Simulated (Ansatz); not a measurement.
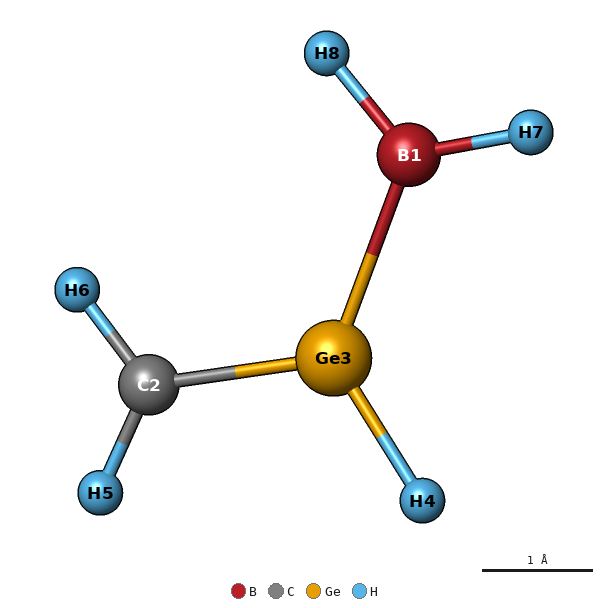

The atoms are numbered. The computed structure is the end point of a PBE-D4/def2-SVP optimisation. No frequency run is at hand to confirm it as a minimum.

How are the neighbours of atom 3 arranged?

Ge3 has 3 neighbours (B1 at 2.01, C2 at 1.82, H4 at 1.55 Å); the arrangement is trigonal planar.

Describe the coordination of atom 2.

C2 has 3 neighbours (Ge3 at 1.82, H5 at 1.10, H6 at 1.10 Å); the arrangement is trigonal planar.

How are the neighbours of atom 1 arranged?

B1 has 3 neighbours (Ge3 at 2.01, H7 at 1.21, H8 at 1.21 Å); the arrangement is trigonal planar.
